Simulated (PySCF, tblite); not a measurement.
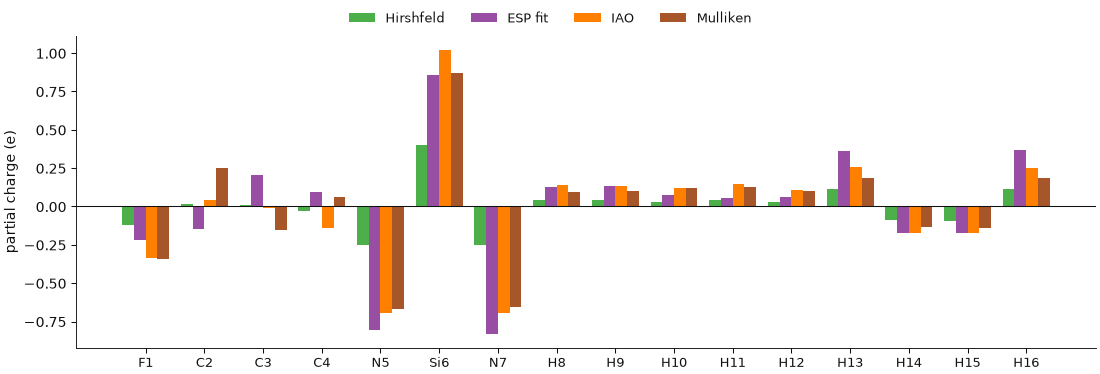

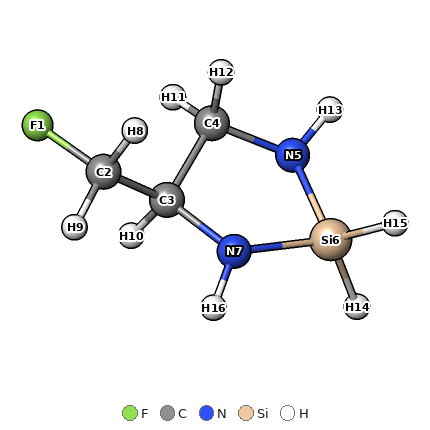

Atomic charges of C₃H₉FN₂Si, SMILES FC[C@H]1CN[SiH2]N1 by 4 schemes, PBE0/pcSseg-1 in PySCF 2.14.0, at a GFN2-xTB geometry (a minimum by its frequencies).

> On which atom do the schemes disagree most?

On Si6: Hirshfeld 0.40, ESP fit 0.86, IAO 1.02, Mulliken 0.87 e.

> Which atom is the most negative in each scheme?

Hirshfeld: N5 (−0.25 e) and N7 (−0.25 e); ESP fit: N7 (−0.83 e); IAO: N7 (−0.70 e) and N5 (−0.69 e); Mulliken: N5 (−0.67 e) and N7 (−0.66 e).

Note: the tight-binding geometry is rougher than a DFT one and adds to the error; one conformer of a flexible molecule.
